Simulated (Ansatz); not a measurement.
# [SiH3]+ (SMILES [SiH3+]): wB97X/3-21G

What is the energy change on altering one bond length of [SiH3]+ at wB97X/3-21G? 

The results are computed with Ansatz 0.2.0.

2 further runs of the same task are left out: 2 that didn't finish.

## (1) The structure to begin with

[SiH3]+: 4 atoms, total charge +1, spin state singlet. SMILES: `[SiH3+]`. Geometry: relaxed at PBE0-D4/def2-TZVP.

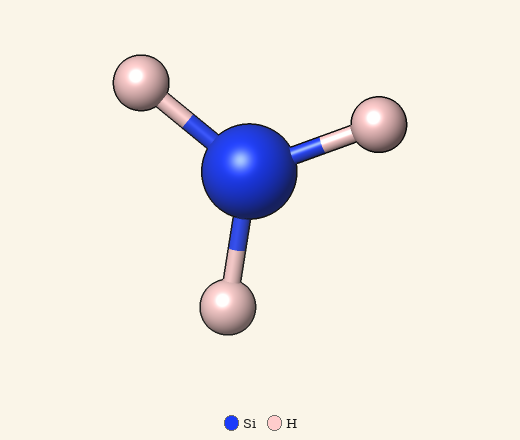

Viewed from a chosen angle; silicon blue, hydrogen pink.

## (2) The energy at wB97X/3-21G

Contents of molecule.yaml:

```yaml
crystal:
  periodic: [false, false, false]
  atoms:
    - {symbol: Si, position_ang: [-0.000000, -0.000000, 0.000000]}
    - {symbol: H, position_ang: [0.686900, 0.675400, 1.113000]}
    - {symbol: H, position_ang: [-0.118400, -1.467200, -0.009900]}
    - {symbol: H, position_ang: [-0.568500, 0.791700, -1.103100]}
basis:
  gaussian:
    orbitals: 3-21G.json
total_charge: 1
accuracy: high
hamiltonian:
  xc: {name: wB97X}
```

The basis set 3-21G is read from a file made from the Basis Set Exchange's data (not shown).

Command:

```console
$ ansatz run molecule.yaml --threads 1 --pin off --max-ram 2610MiB --events-out events.jsonl --progress --plain --runs-dir runs
```

The program printed:

```text
Warning: RAYON_NUM_THREADS=1 ignored (pool sized by the plan → 1); use --threads N
Functional definition: wB97X
  name "wB97X"
  parameter omega = 0.3/bohr
  parameter cx = 0.157706
  parameter cx1 = 0.726479
  parameter cx2 = 1.04760
  parameter cx3 = -5.70635
  parameter cx4 = 13.2794
  parameter css1 = -4.33879
  parameter css2 = 18.2308
  parameter css3 = -31.7430
  parameter css4 = 17.2901
  parameter cos1 = 2.37031
  parameter cos2 = -11.3995
  parameter cos3 = 6.58405
  parameter cos4 = -3.78132
  exchange = spin_sum(e_x_unif_sr(omega)*poly(b97_u_x, 1 - cx, cx1, cx2, cx3, cx4)) + cx*exact_x_sr(omega)
      + exact_x_lr(omega)
  correlation = spin_sum(e_c_pw_same_spin*poly(b97_u_same, 1, css1, css2, css3, css4))
      + integral(e_c_pw_opposite_spin*poly(b97_u_opposite, 1, cos1, cos2, cos3, cos4))
377 factors; integrals over basis functions are off by at most 3.3e-9 eV
154 factors; integrals over basis functions are off by at most 2.0e-9 eV
mean field evaluation 1: about -7874.0322 eV, gradient 4.1e0 eV
mean field evaluation 2: about -7874.0891 eV, gradient 6.7e-1 eV
mean field evaluation 4: about -7874.0729 eV, gradient 1.7e-1 eV
mean field evaluation 8: about -7874.0731 eV, gradient 4.6e-4 eV
mean field -7874.07305337 eV, -289.3668474729 hartree, gradient 1.2e-8 eV, S^2 0.000000; 0 other end points of the search recorded, 0 dependent functions left out
reference -7874.07305130 eV, -289.3668473968 hartree; 8, 8 occupied and 11, 11 virtual orbitals, 377 factors
Total energy: -7874.07305130 eV, -289.3668473968 hartree
```

It took 2.6 s on 1 thread of Arm Neoverse V1, shared host; peak memory 0.18 GiB.

## (3) The distorted shape at the same level

Contents of job.yaml:

```yaml
crystal:
  periodic: [false, false, false]
  atoms:
    - symbol: Si
      position_ang: [0.029600, 0.366796, 0.002475]
    - symbol: H
      position_ang: [0.716500, 1.042196, 1.115475]
    - symbol: H
      position_ang: [-0.118400, -1.467200, -0.009900]
    - symbol: H
      position_ang: [-0.538900, 1.158496, -1.100625]
basis:
  gaussian: {orbitals: 3-21G.json}
accuracy: high
total_charge: 1
hamiltonian: {xc: {name: wB97X}}
```

The basis set 3-21G is read from a file made from the Basis Set Exchange's data (not shown).

Command:

```console
$ ansatz run job.yaml --threads 1 --pin off --max-ram 2610MiB --events-out events.jsonl --progress --plain --runs-dir runs
```

The program printed, cut to the lines that bear on the results:

```text
Warning: RAYON_NUM_THREADS=1 ignored (pool sized by the plan → 1); use --threads N
Functional definition: wB97X
  name "wB97X"
[...]
      + exact_x_lr(omega)
[...]
      + integral(e_c_pw_opposite_spin*poly(b97_u_opposite, 1, cos1, cos2, cos3, cos4))
376 factors; integrals over basis functions are off by at most 3.4e-9 eV
156 factors; integrals over basis functions are off by at most 1.4e-9 eV
[...]
mean field -7873.28058293 eV, -289.3377247212 hartree, gradient 5.8e-8 eV, S^2 0.000000; 0 other end points of the search recorded, 0 dependent functions left out
reference -7873.28058084 eV, -289.3377246445 hartree; 8, 8 occupied and 11, 11 virtual orbitals, 376 factors
Total energy: -7873.28058084 eV, -289.3377246445 hartree
```

Run time: 2.6 s. Hardware: 1 thread of Arm Neoverse V1, shared host; peak memory 0.18 GiB.

## (4) Results

At wB97X/3-21G:

| quantity | value |
| --- | --- |
| first shape: total energy | -289.36685 Eh |
| distorted shape: total energy | -289.33772 Eh |
| energy change with the Si1–H3 bond stretched from 1.472 to 1.840 Å | 0.792 eV |

**Reading.** With the Si1–H3 bond stretched from 1.472 to 1.840 Å the energy rises by 0.79 eV (18.3 kcal/mol). The first shape isn't relaxed at this level, so the change isn't measured from a minimum.
